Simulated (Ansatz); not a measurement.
## Work function of Pb(111): what the settings cost and change

How far do functional and pseudopotentials move the work function of Pb(111), and at what cost?

Calculated with Ansatz 0.2.0; plane-wave DFT, PBE, Ansatz PAW, in the first sound run; inputs show where later runs differ.

## (1) The structure

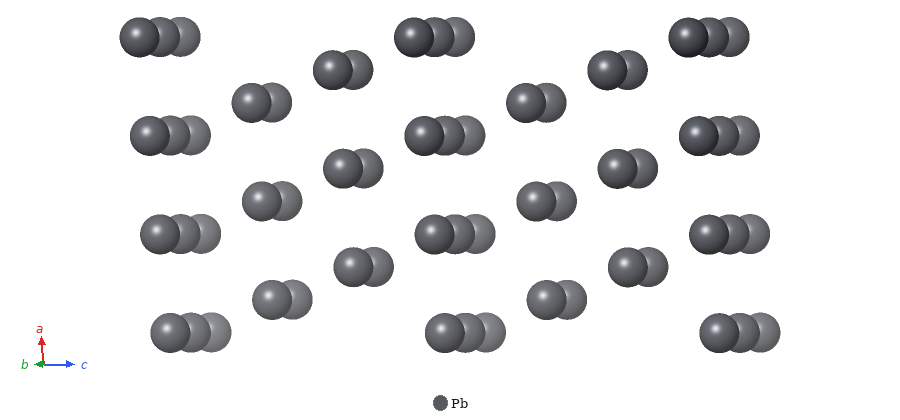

The starting structure, seen from the side, with the c axis across the page (lead dark grey). 3×2×1 cells are drawn. Some periodic images of atoms are drawn too.

The cell holds 7 atoms: 7 Pb. Its edges and angles: a = 3.500 Å, b = 3.500 Å, c = 35.147 Å, α = 90.0°, β = 90.0°, γ = 60.0°. Vacuum lies along c.

## (2) Slab, setting PBE, Ansatz PAW (420 eV)

A work function rests on the faint tail of the density, so the SCF threshold is tight. PBE on the default files comes first; the next runs keep the geometry and change functional or files, each at the cutoff that its files recommend; a relaxation and, for heavy metals, spin-orbit coupling close the ladder.

Contents of input.yaml:

```yaml
crystal:
  lattice:
    - [3.5001785669, 0.0, 0.0]
    - [1.7500892834, 3.0312435567, 0.0]
    - [0.0, 0.0, 35.1473029949]
  atoms:
    - { symbol: Pb, position: [0.0, 0.0, 0.2560651667] }
    - { symbol: Pb, position: [0.3333333333, 0.3333333333, 0.3373767778] }
    - { symbol: Pb, position: [0.6666666667, 0.6666666667, 0.4186883889] }
    - { symbol: Pb, position: [0.0, 0.0, 0.5] }
    - { symbol: Pb, position: [0.3333333333, 0.3333333333, 0.5813116111] }
    - { symbol: Pb, position: [0.6666666667, 0.6666666667, 0.6626232222] }
    - { symbol: Pb, position: [0.0, 0.0, 0.7439348333] }
kpoints:
  mp_grid: { grid: [13, 13, 1] }
hamiltonian:
  xc: pbe
scf:
  occupations: { method: fermi_dirac, width: 0.1 }
  convergence: { dr2_threshold: 1.0e-09 }
efield:
  axis: 3
  dipole_correction: true
  ramp_position: 0.97
  ramp_width: 0.06
output:
  write_potential: true
  write_density: true
  volumetric_format: npy
  elf: true
```

Run with:

```console
> ansatz run input.yaml --threads 4 --pin off --max-ram 6144MiB --backend cpu --events-out ev --progress --plain --runs-dir out
```

Numbers of over 12 decimals in the logs are rounded to 6 here.

Log:

```text
Engine: ansatz 0.2.0, aarch64-unknown-linux-gnu
Pseudopotentials: kind: paw
Pseudopotential: Pb, paw, valence charge 14, recommended cutoff 420 eV (normal), Pb.paw.azcp
Functional definition: PBE
  parameter kappa = 0.804
  parameter beta = 0.066725
  exchange = pbe_x(kappa = kappa, mu = beta*pi^2/3)
  correlation = pbe_c(beta = beta)
Crystal: 7 atoms, lattice volume = 372.909 Å³
Basis set: ecut = 420 eV, 7275 PW (Γ)
Bands: 59, of which v1, the nominal top of the filled ones, is band 49 counted from 1 (48 counted from 0)
Symmetry: 6 space group operations
k-points: 21 of 169 (time reversal used)
Non-local potential: Pb, projectors of the file, l = 0: 2, l = 1: 2, l = 2: 2, l = 3: 2
PAW form: soft (Blöchl's): semilocal exchange-correlation on the pseudo side does not see the compensation charge
PAW one-centre angular grid: Pb, 590 points (default); XC on 64 Gauss nodes
Initial density: superposition of atomic densities (neutral atoms: chi_scale 0, normalization atom), corrected by the library's trained network
Initial wavefunctions: pseudopotential atomic-orbital guess
Functional: x = pbe(κ = 0.804, μ = 0.219515), c = pbe(β = 0.066725)
SCF iter   1: F=—  HF=-83344.522365 eV  |F-HF|=—  |Δ(HF+E_count)|=         —  Δρ=9.44e-4  dr2=1.51e-1  ethr=1.77e-3  p=0.000 e·Å  D=4.27e-14 V/Å  ΔV_dip=-0.00 eV  dr2_dipole=1.74e-8  V_vac-E_F(+/−)=3.69/3.69 eV  ⟨swp⟩=7.5  Hψ=5021  notcnv=0
efield: sawtooth ramp at fractional position 0.9700 (set: `efield.ramp_position`, or a place that a band, a saddle search or an elastic batch's reference lends), width 0.0600; the density the first Hamiltonian is built on has a dipole p = 0.000 e·Å; the dipole correction subtracts the counter field D = 4.27e-14 V/Å, which shifts the + side's vacuum level by -0.00 eV against the − side's; the planar-averaged density in the ramp window peaks in size at 1.9e-5 e/Å³
preconditioner: auto → LDOS  [metal: Δε(μ)=0.018 eV  Ē_g=15.885 eV  σ=0.100 eV  W_gap=0.04  n_scr=66 (ndim 8)  ℏωp=19.0 eV  f_vac=0.402  D(μ)=4.35/eV (n_scr^D=16)  β→1.0]
SCF iter   2: F=—  HF=-83344.520599 eV  |F-HF|=—  |Δ(HF+E_count)|=   1.77e-3  Δρ=4.13e-4  dr2=1.68e-3  ethr=1.54e-4  p=0.000 e·Å  D=1.36e-6 V/Å  ΔV_dip=-0.00 eV  dr2_dipole=4.12e-9  V_vac-E_F(+/−)=3.67/3.67 eV  ⟨swp⟩=1.8  Hψ=1571  notcnv=0  defer=11
SCF iter   3: F=—  HF=-83344.520390 eV  |F-HF|=—  |Δ(HF+E_count)|=   2.09e-4  Δρ=3.41e-4  dr2=1.25e-3  ethr=1.71e-6  p=-0.000 e·Å  D=-1.27e-6 V/Å  ΔV_dip=0.00 eV  dr2_dipole=1.05e-8  V_vac-E_F(+/−)=3.68/3.68 eV  ⟨swp⟩=2.2  Hψ=2429  notcnv=0  defer=11
SCF iter   4: F=—  HF=-83344.520211 eV  |F-HF|=—  |Δ(HF+E_count)|=   1.79e-4  Δρ=4.23e-5  dr2=1.04e-5  ethr=1.28e-6  p=-0.000 e·Å  D=-5.14e-7 V/Å  ΔV_dip=0.00 eV  dr2_dipole=1.62e-9  V_vac-E_F(+/−)=3.67/3.67 eV  ⟨swp⟩=2.3  Hψ=2098  notcnv=0  defer=11
SCF iter   5: F=—  HF=-83344.520208 eV  |F-HF|=—  |Δ(HF+E_count)|=   2.88e-6  Δρ=1.30e-5  dr2=1.21e-6  ethr=1.06e-8  p=-0.000 e·Å  D=-1.57e-7 V/Å  ΔV_dip=0.00 eV  dr2_dipole=4.91e-11  V_vac-E_F(+/−)=3.68/3.68 eV  ⟨swp⟩=2.1  Hψ=2268  notcnv=0  defer=11
SCF iter   6: F=—  HF=-83344.520291 eV  |F-HF|=—  |Δ(HF+E_count)|=   8.21e-5  Δρ=3.72e-6  dr2=1.45e-7  ethr=1.23e-9  p=-0.000 e·Å  D=-2.34e-8 V/Å  ΔV_dip=0.00 eV  dr2_dipole=7.19e-14  V_vac-E_F(+/−)=3.68/3.68 eV  ⟨swp⟩=2.0  Hψ=2273  notcnv=0  defer=11
SCF iter   7: F=—  HF=-83344.520291 eV  |F-HF|=—  |Δ(HF+E_count)|=   2.61e-8  Δρ=1.21e-6  dr2=1.76e-8  ethr=1.48e-10  p=0.000 e·Å  D=7.49e-9 V/Å  ΔV_dip=-0.00 eV  dr2_dipole=3.61e-12  V_vac-E_F(+/−)=3.68/3.68 eV  ⟨swp⟩=2.2  Hψ=2239  notcnv=0  defer=11
SCF iter   8: F=-83344.520291 eV  HF=-83344.520291 eV  |F-HF|=5.09e-10  |Δ(HF+E_count)|=   1.19e-9  Δρ=3.45e-7  dr2=9.12e-10  ethr=1.02e-12  p=0.000 e·Å  D=4.90e-9 V/Å  ΔV_dip=-0.00 eV  dr2_dipole=5.29e-13  V_vac-E_F(+/−)=3.68/3.68 eV  ⟨swp⟩=6.2  Hψ=4879  notcnv=0
SCF 1 converged in 8 iterations: F = -83344.520291 eV  dr2 = 9.12e-10
  greatest PAW one-centre occupation: 0.979 electrons in one spin orbital (limit 2), on the Pb atom at site 6 (counted from 0), in its partial waves of l = 2
WARN: The output density's exchange-correlation potential varies sharply where the density is thin. Do not read a vacuum level from v_tot or v_xc, or from such a field of the output density. On a cell that repeats whose density bears no net charge and no dipole along the vacuum's axis use v_es (v_loc + v_h of the components); under efield.dipole_correction with no amplitude use v_es + v_field, which holds any externa [...]
SCF converged after 8 iterations
Free energy (F): -83344.520291 eV
Harris-Foulkes:  -83344.520291 eV  (|F-HF|=5.09e-10)
Internal energy: -83344.382086 eV  (E = F + TS)
E sigma→0 (E₀):  -83344.451188 eV
Entropy (-TS):   -0.138205 eV (-19.744 meV/atom)
Fermi energy:    4.699776 eV
Dipole field:    D = -0.000001 V/Å  (p = -0.000001 e·Å, saw-weighted, corrected)
Work function:   Φ+ = 3.6750 eV   Φ− = 3.6750 eV
Levels:          The Fermi level and band energies are counted from a zero that moves with the ramp; work functions are not
--- Per-component energies (eV) ---
  E_band       = -874.627548
  E_kinetic    = 2021.598260
  E_local      = -97943.201478  (includes V_loc(G=0)·N_el)
  E_nonlocal   = 2446.803574
  E_hartree    = 47934.834810
  E_xc         = -1544.699808
  E_vxc        = -926.399310  (∫ρ·V_xc dr)
  E_paw        = -72838.856740  (= ΣΔE_a)
  E_vpaw       = -2343.095585  (= ΣTr[D̂ρ^β])
  E_aug_tail   = 0.000347  (compensation charges beyond the density's cutoff)
  E_efield     = 0.000000  (sawtooth field / dipole correction)
  E_vefield    = 0.000000  (∫n·V_field dr)
  E_ewald      = 36579.138949
  E_smearing   = -0.138205  (= −TS)
  E_closure    = -0.000000  (closes the sum)
  Σ components = -83344.520291   (vs F -83344.520291, Δ=0.00e0)
--- Band table (eV; the first three rows and the last of 21) ---
  k-point 0: bands = [... 45 lower, 4.6766, 6.3145, 7.6201, 8.2533, 8.4733, 9.4376, 9.7543, 10.2827, ... 6 higher]
  k-point 1: bands = [... 45 lower, 4.7496, 6.3688, 7.6831, 8.3272, 8.5407, 9.1055, 9.3415, 9.4466, ... 6 higher]
  k-point 2: bands = [... 45 lower, 4.9213, 6.3797, 7.1147, 7.3969, 7.5029, 8.0007, 8.1523, 8.5975, ... 6 higher]
  k-point 20: bands = [... 45 lower, 2.4123, 2.6316, 2.8026, 3.0772, 3.1247, 3.6719, 3.6835, 4.0418, ... 6 higher]
```

Wall time 37 s (4 threads of Arm Neoverse N1, shared host); peak memory 1 GiB.

This step gave:

- energy at zero smearing: -83344.4512 eV
- work function, upper face: 3.675 eV

Running mean over 2.858 Å of the planar mean; the ramp of the sawtooth is left out. Electron's electrostatic potential energy less the Fermi level against z:

| z (Å) | electron's electrostatic potential energy less the Fermi level (eV) |
| --- | --- |
| 4 | 3.67 |
| 6 | 3.52 |
| 8 | -3.25 |
| 10 | -5.52 |
| 12 | -5.56 |
| 14 | -5.62 |
| 16 | -5.60 |
| 18 | -5.59 |
| 20 | -5.62 |
| 22 | -5.61 |
| 24 | -5.54 |
| 26 | -5.46 |
| 28 | 1.19 |
| 30 | 3.65 |

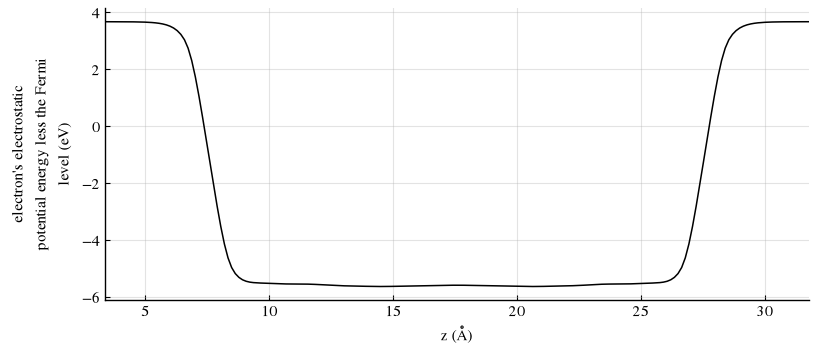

Electron's electrostatic potential energy less the Fermi level, plotted against z.

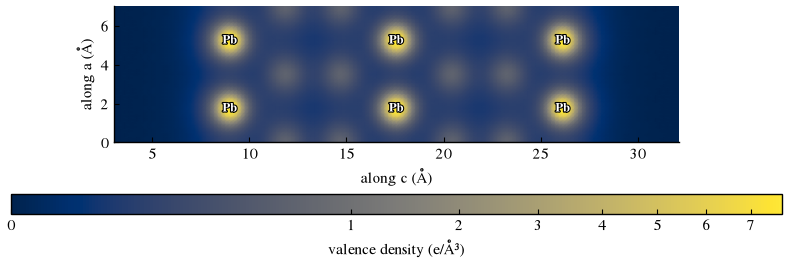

Valence density in the ca plane at fractional y = 0.000, with atoms of Pb within 0.2 Å of it. It is the smooth field of the valence electrons, not physical close to the nuclei. The map starts off the cell's origin, so that atoms lie inside it. The colour scale is stretched toward low values. The far vacuum is left out of the map.

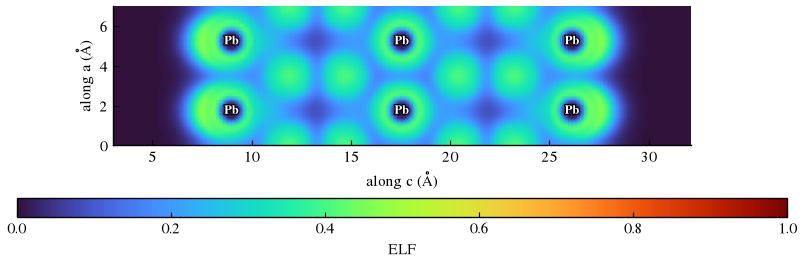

ELF in the ca plane at fractional y = 0.000, with atoms of Pb within 0.2 Å of it. It is the smooth field of the valence electrons, not physical close to the nuclei. The map starts off the cell's origin, so that atoms lie inside it. The far vacuum is left out of the map.

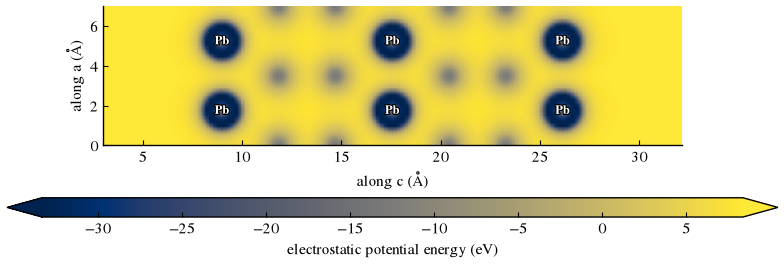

Electrostatic potential energy in the ca plane at fractional y = 0.000, with atoms of Pb within 0.2 Å of it. With pseudopotentials it is smooth inside the atoms' cores, unlike the true potential. The map starts off the cell's origin, so that atoms lie inside it. The far vacuum is left out of the map.

The work function is 3.675 eV.

## (3) Run

This step: plane-wave DFT, LDA, Ansatz PAW (Ansatz 0.2.0).

input.yaml: that of step 2 with these lines changed.

```diff
@@ -16,3 +16,3 @@
 hamiltonian:
-  xc: pbe
+  xc: lda
 scf:
@@ -29,2 +29 @@
   volumetric_format: npy
-  elf: true
```

Log:

```text
[...]
Crystal: 7 atoms, lattice volume = 372.909 Å³
Basis set: ecut = 420 eV, 7275 PW (Γ)
Bands: 59, of which v1, the nominal top of the filled ones, is band 49 counted from 1 (48 counted from 0)
Symmetry: 6 space group operations
k-points: 21 of 169 (time reversal used)
[...]
k-point 0: bands = [... 45 lower, 4.3174, 5.9671, 7.3959, 8.1578, 8.3803, 9.2950, 9.5899, 9.8659, ... 6 higher]
  k-point 1: bands = [... 45 lower, 4.3891, 6.0180, 7.4451, 8.2241, 8.4470, 8.7189, 8.9557, 9.2583, ... 6 higher]
  k-point 2: bands = [... 45 lower, 4.5553, 6.0119, 6.7506, 7.0508, 7.1354, 7.6488, 7.8958, 8.2918, ... 6 higher]
  k-point 20: bands = [... 45 lower, 2.0765, 2.2983, 2.4647, 2.7401, 2.7862, 3.3324, 3.3382, 3.6980, ... 6 higher]
[key lines of the parts left out:]
SCF converged after 9 iterations
Free energy (F): -81215.849306 eV
Fermi energy:    4.343835 eV
Dipole field:    D = 0.000000 V/Å  (p = 0.000000 e·Å, saw-weighted, corrected)
Work function:   Φ+ = 3.9962 eV   Φ− = 3.9962 eV
```

Wall time 38 s (4 threads); peak memory 1 GiB; 2 min of CPU time.

The work function is 3.996 eV, +0.321 eV from the run “PBE, Ansatz PAW (420 eV)”, at 1.0 times its CPU time.

## (4) Slab

This step: plane-wave DFT, PBEsol, Ansatz PAW (Ansatz 0.2.0).

input.yaml: that of step 3 with these lines changed.

```diff
@@ -16,3 +16,3 @@
 hamiltonian:
-  xc: lda
+  xc: pbesol
 scf:
```

Log:

```text
[...]
Crystal: 7 atoms, lattice volume = 372.909 Å³
Basis set: ecut = 420 eV, 7275 PW (Γ)
Bands: 59, of which v1, the nominal top of the filled ones, is band 49 counted from 1 (48 counted from 0)
Symmetry: 6 space group operations
k-points: 21 of 169 (time reversal used)
[...]
k-point 0: bands = [... 45 lower, 4.5364, 6.1946, 7.5748, 8.2400, 8.4042, 9.3859, 9.6907, 10.1382, ... 6 higher]
  k-point 1: bands = [... 45 lower, 4.6092, 6.2474, 7.6321, 8.3133, 8.4721, 8.9604, 9.1971, 9.3865, ... 6 higher]
  k-point 2: bands = [... 45 lower, 4.7798, 6.2478, 6.9685, 7.2701, 7.3619, 7.8703, 8.0789, 8.5097, ... 6 higher]
  k-point 20: bands = [... 45 lower, 2.2619, 2.4821, 2.6504, 2.9279, 2.9743, 3.5217, 3.5348, 3.8941, ... 6 higher]
[key lines of the parts left out:]
SCF converged after 9 iterations
Free energy (F): -82284.122104 eV
Fermi energy:    4.552218 eV
Dipole field:    D = -0.000000 V/Å  (p = -0.000000 e·Å, saw-weighted, corrected)
Work function:   Φ+ = 3.7692 eV   Φ− = 3.7692 eV
```

Elapsed: 38 s, on 4 threads; peak memory 1 GiB.

The work function is 3.769 eV, +0.094 eV from the run “PBE, Ansatz PAW (420 eV)”, at 1.0 times its CPU time.

## (5) Slab

This step: plane-wave DFT, RPBE, Ansatz PAW (Ansatz 0.2.0).

input.yaml: that of step 4 with these lines changed.

```diff
@@ -16,3 +16,3 @@
 hamiltonian:
-  xc: pbesol
+  xc: rpbe
 scf:
```

Log:

```text
[...]
Crystal: 7 atoms, lattice volume = 372.909 Å³
Basis set: ecut = 420 eV, 7275 PW (Γ)
Bands: 59, of which v1, the nominal top of the filled ones, is band 49 counted from 1 (48 counted from 0)
Symmetry: 6 space group operations
k-points: 21 of 169 (time reversal used)
[...]
k-point 0: bands = [... 45 lower, 4.8201, 6.4400, 7.6242, 8.1968, 8.5017, 9.4388, 9.7897, 10.4409, ... 6 higher]
  k-point 1: bands = [... 45 lower, 4.8934, 6.4963, 7.6952, 8.2722, 8.5685, 9.2533, 9.4461, 9.4974, ... 6 higher]
  k-point 2: bands = [... 45 lower, 5.0662, 6.5172, 7.2561, 7.5145, 7.6381, 8.0834, 8.2232, 8.5724, ... 6 higher]
  k-point 20: bands = [... 45 lower, 2.5471, 2.7663, 2.9367, 3.2117, 3.2592, 3.8063, 3.8201, 4.1777, ... 6 higher]
[key lines of the parts left out:]
SCF converged after 9 iterations
Free energy (F): -83451.278455 eV
Fermi energy:    4.839385 eV
Dipole field:    D = 0.000000 V/Å  (p = 0.000000 e·Å, saw-weighted, corrected)
Work function:   Φ+ = 3.5244 eV   Φ− = 3.5244 eV
```

Run time: 43 s. Hardware: 4 threads; peak memory 1 GiB; 2 min of CPU time.

The work function is 3.524 eV, -0.151 eV from the run “PBE, Ansatz PAW (420 eV)”, at 1.0 times its CPU time.

## (6) Slab

This step: plane-wave DFT, r2SCAN, Ansatz PAW (Ansatz 0.2.0).

input.yaml: that of step 5 with these lines changed.

```diff
@@ -16,3 +16,3 @@
 hamiltonian:
-  xc: rpbe
+  xc: r2scan
 scf:
```

Log:

```text
[...]
Crystal: 7 atoms, lattice volume = 372.909 Å³
Basis set: ecut = 500 eV, 9453 PW (Γ), exchange–correlation on 108×108×1080 points (64 copies of the dense FFT grid, shifted against one another)
Bands: 59, of which v1, the nominal top of the filled ones, is band 49 counted from 1 (48 counted from 0)
Symmetry: 6 space group operations
[...]
k-point 0: bands = [... 45 lower, 4.6776, 6.4090, 7.8075, 8.4591, 8.5888, 9.6230, 9.9258, 10.4413, ... 6 higher]
  k-point 1: bands = [... 45 lower, 4.7538, 6.4660, 7.8711, 8.5353, 8.6599, 9.2367, 9.4902, 9.6320, ... 6 higher]
  k-point 2: bands = [... 45 lower, 4.9331, 6.4769, 7.1662, 7.4851, 7.6205, 8.1163, 8.3266, 8.7809, ... 6 higher]
  k-point 20: bands = [... 45 lower, 2.2557, 2.4788, 2.6832, 2.9381, 2.9726, 3.5575, 3.5611, 3.9316, ... 6 higher]
[key lines of the parts left out:]
SCF converged after 10 iterations
Free energy (F): -83445.599495 eV
Fermi energy:    4.652464 eV
Dipole field:    D = -0.000000 V/Å  (p = -0.000000 e·Å, saw-weighted, corrected)
Work function:   Φ+ = 3.7027 eV   Φ− = 3.7027 eV
```

Elapsed: 88 s, on 4 threads; peak memory 1.8 GiB.

The work function is 3.703 eV, +0.028 eV from the run “PBE, Ansatz PAW (420 eV)”, at 2.2 times its CPU time.

## (7) Run

This step: plane-wave DFT, PBE, JTH PAW (Ansatz 0.2.0).

input.yaml: that of step 6 with these lines changed.

```diff
@@ -16,3 +16,4 @@
 hamiltonian:
-  xc: r2scan
+  xc: pbe
+  pseudopotentials: { kind: paw, source: jth }
 scf:
```

Log:

```text
[...]
k-point 0: bands = [... 45 lower, 4.3925, 6.0312, 7.3396, 7.9705, 8.2156, 9.1738, 9.4767, 9.9908, ... 6 higher]
  k-point 1: bands = [... 45 lower, 4.4651, 6.0846, 7.4016, 8.0440, 8.2808, 8.8214, 9.0576, 9.1809, ... 6 higher]
  k-point 2: bands = [... 45 lower, 4.6347, 6.0910, 6.8357, 7.1170, 7.2183, 7.7210, 7.8707, 8.3168, ... 6 higher]
  k-point 20: bands = [... 45 lower, 2.1320, 2.3529, 2.5226, 2.7988, 2.8464, 3.3947, 3.4046, 3.7645, ... 6 higher]
[key lines of the parts left out:]
SCF converged after 9 iterations
Free energy (F): -82910.095888 eV
Fermi energy:    4.418172 eV
Dipole field:    D = 0.000000 V/Å  (p = 0.000001 e·Å, saw-weighted, corrected)
Work function:   Φ+ = 3.6768 eV   Φ− = 3.6768 eV
```

Run time: 7.3 min. Hardware: 4 threads; peak memory 5.3 GiB; 19 min of CPU time.

The work function is 3.677 eV, +0.002 eV from the run “PBE, Ansatz PAW (420 eV)”, at 9.9 times its CPU time.

## (8) Run

This step: plane-wave DFT, PBE, norm-conserving (Ansatz 0.2.0).

input.yaml: that of step 7 with these lines changed.

```diff
@@ -17,3 +17,3 @@
   xc: pbe
-  pseudopotentials: { kind: paw, source: jth }
+  pseudopotentials: { kind: nc }
 scf:
```

Log:

```text
[...]
Crystal: 7 atoms, lattice volume = 372.909 Å³
Basis set: ecut = 850 eV, 20945 PW (Γ)
Bands: 59, of which v1, the nominal top of the filled ones, is band 49 counted from 1 (48 counted from 0)
Symmetry: 6 space group operations
k-points: 21 of 169 (time reversal used)
[...]
k-point 0: bands = [... 45 lower, 4.9282, 6.5658, 7.8701, 8.5003, 8.7444, 9.7069, 10.0064, 10.5399, ... 6 higher]
  k-point 1: bands = [... 45 lower, 5.0012, 6.6202, 7.9331, 8.5743, 8.8105, 9.3610, 9.5975, 9.7152, ... 6 higher]
  k-point 2: bands = [... 45 lower, 5.1729, 6.6313, 7.3687, 7.6497, 7.7564, 8.2542, 8.4041, 8.8494, ... 6 higher]
  k-point 20: bands = [... 45 lower, 2.6645, 2.8842, 3.0547, 3.3299, 3.3776, 3.9248, 3.9364, 4.2949, ... 6 higher]
[key lines of the parts left out:]
SCF converged after 9 iterations
Free energy (F): -15782.481474 eV
Fermi energy:    4.952440 eV
Dipole field:    D = 0.000000 V/Å  (p = 0.000000 e·Å, saw-weighted, corrected)
Work function:   Φ+ = 3.6722 eV   Φ− = 3.6722 eV
```

The job ended after 3.1 min (4 threads; peak memory 2.2 GiB).

The work function is 3.672 eV, -0.003 eV from the run “PBE, Ansatz PAW (420 eV)”, at 5.3 times its CPU time.

[end of part 1 of 2]

[Logs are printed without paths, hosts, clocks, repeated set-up lines and the standing remarks that a program may print on its own settings, such as how far it seeks lower states.]

[Hosts, paths, dates, database ids (printed as entryN), source tags and the programs' standing remarks are cut or masked in the printed files.]

[Maps of the electrostatic potential energy from Ansatz leave out the sawtooth potential of an applied field or a dipole correction, so their vacuum need not be flat; planar profiles and work functions include it.]
